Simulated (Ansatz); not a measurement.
## Nudged elastic band, with input and output: BH2F3

BH2F3, computed with RKS PBE0/def2-SVP (Ansatz 0.2.0).

It belongs to a series of runs on one base structure; here: band between the two ends. Figures and captions count atoms from 1; the log counts them from 0 in places.

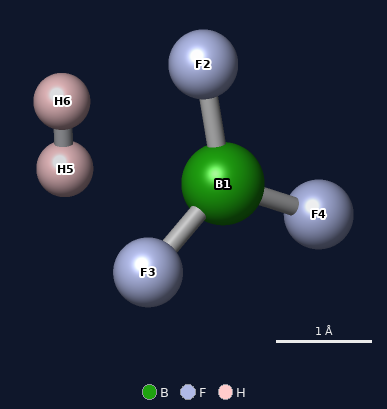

Figure 1. The input geometry (ball-and-stick view, seen at a tilt; atoms are numbered from 1 in the order of the input). Bond lengths as drawn: B–F 1.31 Å and H–H 0.76 Å.

Results in brief:

- outcome: converged
- barrier, forward: 1.904 eV
- barrier, backward: 0.747 eV
- hardware: 1 thread of Arm Neoverse V2, 24 GiB of memory available, shared host
- wall time: 2.2 min
- peak memory: 0.12 GiB

Remarks:

The order of the saddle point was not checked.

The input:
```yaml
crystal:
  periodic: [false, false, false]
  atoms:
    - { symbol: B, position_ang: [-0.009512, 0.435378, 0.016652] }
    - { symbol: F, position_ang: [-0.016007, 0.811025, 1.273048] }
    - { symbol: F, position_ang: [1.127842, 0.288369, -0.617865] }
    - { symbol: F, position_ang: [-1.141018, 0.227367, -0.611208] }
    - { symbol: H, position_ang: [0.08549, -2.313222, 0.696247] }
    - { symbol: H, position_ang: [0.064604, -1.974816, 1.377326] }
basis:
  gaussian: { orbitals: def2-SVP }
hamiltonian:
  xc: pbe0
neb:
  order_check: false
  images: 7
  f_tol: 0.05
  max_iterations: 60
  spring: 20.0
  final_atoms:
    - { symbol: B, position_ang: [-0.12978015, -0.59258795, -0.36597553] }
    - { symbol: F, position_ang: [-0.15852225, -0.32731215, 1.91148115] }
    - { symbol: F, position_ang: [1.12365309, -0.15134438, -0.29239913] }
    - { symbol: F, position_ang: [-1.06083237, 0.29371035, -0.63743682] }
    - { symbol: H, position_ang: [-0.36247074, -1.76954968, -0.35969449] }
    - { symbol: H, position_ang: [0.69935142, 0.02118481, 1.87822481] }
  initial_path:
    images:
      - { positions_ang: [[-0.009512, 0.435378, 0.016652], [-0.016007, 0.811025, 1.273048], [1.127842, 0.288369, -0.617865], [-1.141018, 0.227367, -0.611208], [0.08549, -2.313222, 0.696247], [0.064604, -1.974816, 1.377326]] }
      - { positions_ang: [[-0.00743465, 0.32804993, 0.01433193], [-0.01255942, 0.60251486, 1.37406555], [1.13145436, 0.22162627, -0.6263405], [-1.14173729, 0.1739552, -0.62172829], [0.08051041, -2.08848748, 0.63532174], [0.06116559, -1.76355779, 1.35854958]] }
      - { positions_ang: [[-0.00535731, 0.22072187, 0.01201186], [-0.00911184, 0.39400473, 1.47508309], [1.13506673, 0.15488354, -0.634816], [-1.14245657, 0.1205434, -0.63224858], [0.07553083, -1.86375296, 0.57439648], [0.05772717, -1.55229957, 1.33977315]] }
      - { positions_ang: [[-0.00327996, 0.1133938, 0.00969179], [-0.00566427, 0.18549459, 1.57610064], [1.13867909, 0.08814081, -0.6432915], [-1.14317586, 0.0671316, -0.64276888], [0.07055124, -1.63901845, 0.51347122], [0.05428876, -1.34104136, 1.32099673]] }
      - { positions_ang: [[-0.00120262, 0.00606574, 0.00737172], [-0.00221669, -0.02301554, 1.67711818], [1.14229145, 0.02139808, -0.65176699], [-1.14389515, 0.0137198, -0.65328917], [0.06557166, -1.41428393, 0.45254596], [0.05085035, -1.12978315, 1.3022203]] }
      - { positions_ang: [[-0.033347, -0.14359768, -0.08596509], [-0.04129308, -0.09908969, 1.73570892], [1.13763186, -0.02178754, -0.56192503], [-1.12312945, 0.08371744, -0.64932608], [-0.04143894, -1.50310037, 0.24948585], [0.21297561, -0.84204116, 1.44622143]] }
      - { positions_ang: [[-0.06549138, -0.29326111, -0.17930191], [-0.08036947, -0.17516384, 1.79429967], [1.13297227, -0.06497315, -0.47208306], [-1.10236376, 0.15371508, -0.64536299], [-0.14844954, -1.5919168, 0.04642574], [0.37510088, -0.55429917, 1.59022256]] }
      - { positions_ang: [[-0.09763576, -0.44292453, -0.27263872], [-0.11944586, -0.251238, 1.85289041], [1.12831268, -0.10815877, -0.38224109], [-1.08159806, 0.22371272, -0.64139991], [-0.25546014, -1.68073324, -0.15663438], [0.53722615, -0.26655718, 1.73422369]] }
      - { positions_ang: [[-0.12978015, -0.59258795, -0.36597553], [-0.15852225, -0.32731215, 1.91148115], [1.12365309, -0.15134438, -0.29239913], [-1.06083237, 0.29371035, -0.63743682], [-0.36247074, -1.76954968, -0.35969449], [0.69935142, 0.02118481, 1.87822481]] }
```

Run as:
```bash
ansatz run input.yaml --threads 1 --pin off --max-ram 2048MiB --backend cpu --events-out ev --progress --plain --runs-dir out
```

The program's output:
```
Engine: ansatz 0.2.0, aarch64-unknown-linux-gnu
Functional definition: PBE0
  parameter a = 0.25
  parameter kappa = 0.804
  parameter beta = 0.06672455060314922
  exchange = (1 - a)*pbe_x(kappa = kappa, mu = beta*pi^2/3) + a*exact_x
  correlation = pbe_c(beta = beta)
688 factors; integrals over basis functions are off by at most 3.9e-4 eV
mean field evaluation 1: about -8845.8225 eV, gradient 3.9e1 eV
mean field evaluation 2: about -8844.4790 eV, gradient 5.0e1 eV
mean field evaluation 4: about -8847.9683 eV, gradient 2.7e-1 eV
mean field evaluation 8: about -8848.0269 eV, gradient 9.2e-3 eV
mean field -8848.02691129 eV, -325.1589915819 hartree, gradient 3.4e-5 eV, S^2 0.000000; 0 other end points of the search recorded, 0 dependent functions left out
the calculation of the forces begins
reference -8848.02693148 eV, -325.1589923239 hartree; 17, 17 occupied and 49, 49 virtual orbitals, 688 factors
689 factors; integrals over basis functions are off by at most 1.4e-3 eV
mean field evaluation 16: about -8846.8168 eV, gradient 1.0e0 eV
mean field -8846.86956848 eV, -325.1164600180 hartree, gradient 1.5e-5 eV, S^2 0.000000; 0 other end points of the search recorded, 0 dependent functions left out
[... from here on the field's lines of each further geometry are left out, up to the last ...]
NEB iter   1: max|band force component| = 4.853e1 eV/Å  barrier→ = 8.7405 eV  barrier← = 7.5832 eV  Δτ_max = 0.1996 Å  (210 SCF iters)
NEB iter   2: max|band force component| = 3.934e0 eV/Å  barrier→ = 1.9596 eV  barrier← = 0.8023 eV  Δτ_max = 0.1997 Å  (229 SCF iters)
NEB iter   3: max|band force component| = 2.532e0 eV/Å  barrier→ = 2.1726 eV  barrier← = 1.0153 eV  Δτ_max = 0.1653 Å  (200 SCF iters)
NEB iter   4: max|band force component| = 2.574e0 eV/Å  barrier→ = 2.0500 eV  barrier← = 0.8926 eV  Δτ_max = 0.0832 Å  (192 SCF iters)
NEB iter   5: max|band force component| = 8.391e-1 eV/Å  barrier→ = 1.7570 eV  barrier← = 0.5996 eV  Δτ_max = 0.0975 Å  (195 SCF iters)
NEB iter   6: max|band force component| = 8.503e-1 eV/Å  barrier→ = 1.6517 eV  barrier← = 0.4944 eV  Δτ_max = 0.0490 Å  (190 SCF iters)
NEB iter   7: max|band force component| = 7.578e-1 eV/Å  barrier→ = 1.5987 eV  barrier← = 0.4413 eV  CI = image 4  Δτ_max = 0.1000 Å  (193 SCF iters)
NEB iter   8: max|band force component| = 8.814e-1 eV/Å  barrier→ = 1.8069 eV  barrier← = 0.6496 eV  CI = image 4  Δτ_max = 0.0492 Å  (194 SCF iters)
NEB iter   9: max|band force component| = 6.546e-1 eV/Å  barrier→ = 1.8789 eV  barrier← = 0.7216 eV  CI = image 4  Δτ_max = 0.0492 Å  (189 SCF iters)
NEB iter  10: max|band force component| = 3.241e-1 eV/Å  barrier→ = 1.9103 eV  barrier← = 0.7529 eV  CI = image 4  Δτ_max = 0.0487 Å  (191 SCF iters)
NEB iter  11: max|band force component| = 5.690e-1 eV/Å  barrier→ = 1.9076 eV  barrier← = 0.7503 eV  CI = image 4  Δτ_max = 0.0245 Å  (196 SCF iters)
NEB iter  12: max|band force component| = 1.309e-1 eV/Å  barrier→ = 1.9060 eV  barrier← = 0.7487 eV  CI = image 4  Δτ_max = 0.0485 Å  (193 SCF iters)
NEB iter  13: max|band force component| = 3.152e-1 eV/Å  barrier→ = 1.9048 eV  barrier← = 0.7475 eV  CI = image 4  Δτ_max = 0.0218 Å  (168 SCF iters)
the calculation of the forces begins
reference -8846.82700243 eV, -325.1148957444 hartree; 17, 17 occupied and 49, 49 virtual orbitals, 690 factors
688 factors; integrals over basis functions are off by at most 1.9e-3 eV
mean field -8846.12268070 eV, -325.0890123985 hartree, gradient 1.0e-5 eV, S^2 0.000000; 1 other end points of the search recorded, 0 dependent functions left out
the calculation of the forces begins
reference -8846.12269944 eV, -325.0890130871 hartree; 17, 17 occupied and 49, 49 virtual orbitals, 688 factors
NEB iter  14: max|band force component| = 3.746e-2 eV/Å  barrier→ = 1.9042 eV  barrier← = 0.7469 eV  CI = image 4  Δτ_max = 0.0000 Å  (330 SCF iters)
```

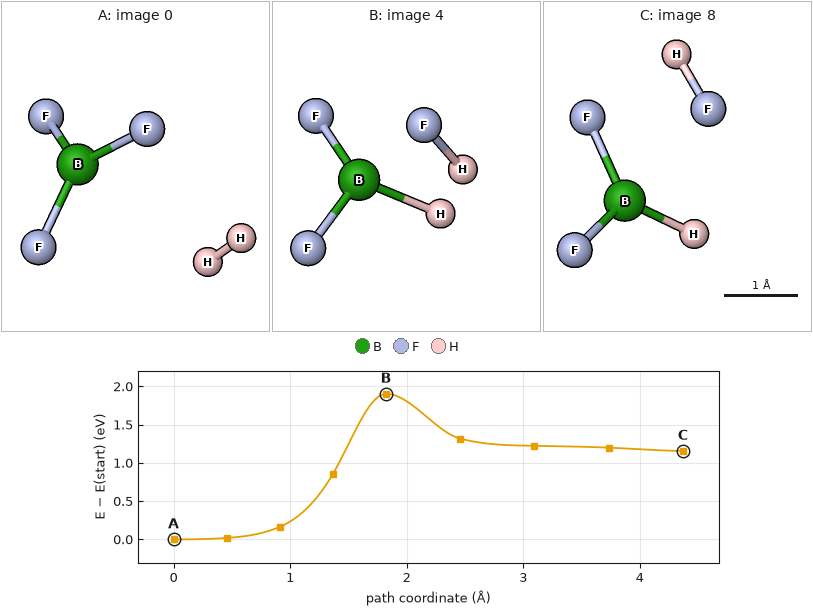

Figure 2. Images of the last band (counted from 0; ball-and-stick, seen at a tilt) above the energy along the path; the line is a cubic interpolation that uses the forces. The highest image is number 4, 1.904 eV above the start and 0.747 eV above the end (the climbing image); the end lies 1.157 eV above the start. The path is 4.37 Å long. The band converged in 14 iterations.

```
Total energy: -8846.12269944 eV, -325.0890130871 hartree
Atom 0 at     0.013640    -0.268056     0.004502 Å, force     0.007310    -0.002056    -0.005591 eV/Å
Atom 1 at     0.016976     0.097931     1.567562 Å, force    -0.000627    -0.026682    -0.006109 eV/Å
Atom 2 at     1.152135     0.122870    -0.545464 Å, force     0.022549    -0.008430     0.011643 eV/Å
Atom 3 at    -1.141541     0.087062    -0.534596 Å, force    -0.024102    -0.010046     0.018453 eV/Å
Atom 4 at     0.035823    -1.562304     0.354161 Å, force     0.001612     0.000967    -0.010102 eV/Å
Atom 5 at     0.034367    -1.003402     1.288035 Å, force    -0.006742     0.046248    -0.008295 eV/Å
Dipole moment:     0.006999    -0.366857     0.236894 e Å
this run last wrote the band of iteration 14 to [file]
```

The last band as extended XYZ (Å, eV, eV/Å):
```
6
Properties=species:S:1:pos:R:3:forces:R:3 image=0 energy=-8848.02691
B    -0.0095    0.4354    0.0167    0.0002  -0.0014  -0.0069
F    -0.0160    0.8110    1.2730    0.0001   0.0012   0.0040
F     1.1278    0.2884   -0.6179   -0.0013   0.0003   0.0015
F    -1.1410    0.2274   -0.6112    0.0011   0.0001   0.0014
H     0.0855   -2.3132    0.6962    0.0001   0.0000  -0.0006
H     0.0646   -1.9748    1.3773   -0.0001  -0.0001   0.0006
6
Properties=species:S:1:pos:R:3:forces:R:3 image=1 energy=-8848.00782
B    -0.0045    0.3069    0.0737   -0.0077   0.0383  -0.0227
F    -0.0129    0.7202    1.3196    0.0043   0.0500   0.0191
F     1.1332    0.1610   -0.5616    0.0100   0.0181  -0.0134
F    -1.1363    0.0970   -0.5539   -0.0102   0.0152  -0.0189
H     0.0752   -2.0583    0.5804    0.0018  -0.0581   0.0147
H     0.0567   -1.7527    1.2760    0.0018  -0.0635   0.0212
6
Properties=species:S:1:pos:R:3:forces:R:3 image=2 energy=-8847.86250
B     0.0011    0.1528    0.1238   -0.0123   0.3197  -0.0038
F    -0.0073    0.5438    1.3871   -0.0066   0.3154  -0.1031
F     1.1377    0.0846   -0.5339   -0.0010   0.0248   0.0223
F    -1.1332    0.0181   -0.5276   -0.0001   0.0233   0.0195
H     0.0589   -1.8269    0.4995    0.0086  -0.2800   0.0435
H     0.0541   -1.4982    1.1853    0.0114  -0.4032   0.0216
6
Properties=species:S:1:pos:R:3:forces:R:3 image=3 energy=-8847.16883
B     0.0084   -0.0599    0.1311   -0.0168   1.3009   0.7853
F     0.0039    0.3087    1.4694   -0.0380   1.1917  -0.5554
F     1.1419    0.0826   -0.5370   -0.0365  -0.2236   0.0954
F    -1.1340    0.0266   -0.5312    0.0441  -0.2231   0.1020
H     0.0486   -1.6397    0.4477    0.0147  -0.4812   0.4674
H     0.0427   -1.2442    1.1542    0.0325  -1.5647  -0.8946
6
Properties=species:S:1:pos:R:3:forces:R:3 image=4 energy=-8846.12268
B     0.0136   -0.2681    0.0045    0.0073  -0.0021  -0.0056
F     0.0170    0.0979    1.5676   -0.0006  -0.0267  -0.0061
F     1.1521    0.1229   -0.5455    0.0225  -0.0084   0.0116
F    -1.1415    0.0871   -0.5346   -0.0241  -0.0100   0.0185
H     0.0358   -1.5623    0.3542    0.0016   0.0010  -0.0101
H     0.0344   -1.0034    1.2880   -0.0067   0.0462  -0.0083
6
Properties=species:S:1:pos:R:3:forces:R:3 image=5 energy=-8846.70899
B     0.0003   -0.4151   -0.2587   -0.0008  -0.0919  -0.1790
F     0.0673    0.0449    1.7560    0.0033  -0.0421   0.1275
F     1.1366    0.1316   -0.6383   -0.0052   0.0307  -0.0413
F    -1.1357    0.1723   -0.5721    0.0012   0.0282  -0.0410
H    -0.0085   -1.5724    0.1197   -0.0082  -0.0068  -0.1550
H     0.0513   -0.8872    1.7276    0.0096   0.0819   0.2888
6
Properties=species:S:1:pos:R:3:forces:R:3 image=6 energy=-8846.80214
B    -0.0640   -0.4679   -0.4076    0.0053  -0.0046  -0.0058
F     0.0541    0.0314    1.8017   -0.0029  -0.0039   0.0066
F     1.0919    0.0912   -0.7060   -0.0016   0.0020  -0.0016
F    -1.1642    0.2214   -0.6238   -0.0010   0.0011  -0.0050
H    -0.1169   -1.6402   -0.1314   -0.0071  -0.0009  -0.0110
H     0.3105   -0.7619    2.2013    0.0073   0.0064   0.0169
6
Properties=species:S:1:pos:R:3:forces:R:3 image=7 energy=-8846.82698
B    -0.1162   -0.5330   -0.4077   -0.0068  -0.0027  -0.0028
F    -0.1470   -0.1097    1.8344   -0.0281  -0.0228   0.0079
F     1.0989   -0.0217   -0.5228    0.0027  -0.0071   0.0257
F    -1.1402    0.2441   -0.6853    0.0043   0.0061  -0.0070
H    -0.2598   -1.7139   -0.2323   -0.0120  -0.0063  -0.0173
H     0.6756   -0.3917    2.1480    0.0399   0.0327  -0.0066
6
Properties=species:S:1:pos:R:3:forces:R:3 image=8 energy=-8846.86957
B    -0.1298   -0.5926   -0.3660    0.0080  -0.0041  -0.0028
F    -0.1585   -0.3273    1.9115   -0.0012  -0.0036   0.0035
F     1.1237   -0.1513   -0.2924    0.0080   0.0005   0.0033
F    -1.0608    0.2937   -0.6374   -0.0132   0.0084  -0.0035
H    -0.3625   -1.7695   -0.3597   -0.0030  -0.0038   0.0021
H     0.6994    0.0212    1.8782    0.0014   0.0026  -0.0025
```
